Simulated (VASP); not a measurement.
Given:

```yaml
crystal:
  lattice:
    - [4.25967, 0.00000, 0.00000]
    - [0.00000, 4.25967, 0.00000]
    - [0.00000, 0.00000, 4.25967]
  atoms:
    - { symbol: Cu, position: [0.75000, 0.25000, 0.75000] }
    - { symbol: Cu, position: [0.25000, 0.75000, 0.75000] }
    - { symbol: Cu, position: [0.75000, 0.75000, 0.25000] }
    - { symbol: Cu, position: [0.25000, 0.25000, 0.25000] }
    - { symbol: O, position: [0.00000, 0.00000, 0.00000] }
    - { symbol: O, position: [0.50000, 0.50000, 0.50000] }
```

Level of theory: PBE GGA with D3 dispersion (Becke-Johnson damping), VASP's PBE PAW potentials (set 64) (plane waves; VASP). Settings: 520 eV cut-off, 6×6×6 Γ-centred mesh, tetrahedra with Blöchl corrections, potentials Cu O.

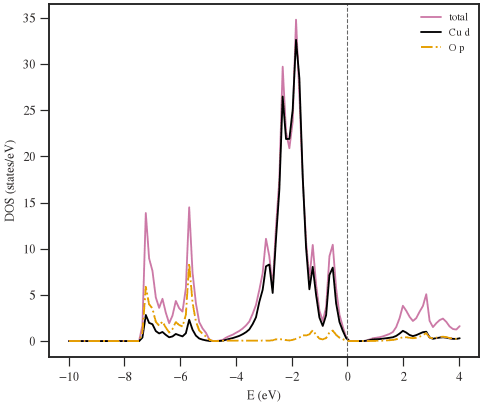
Fig. 1. Total and projected density of states, zero at the valence-band maximum

Within 2 eV below the valence-band maximum the largest weight inside VASP's projection spheres is Cu d.

The gap is direct, 0.54 eV, from the valence maximum at Γ to the conduction minimum at Γ.

The compound is Cu2O in the cuprite structure. It was relaxed first.
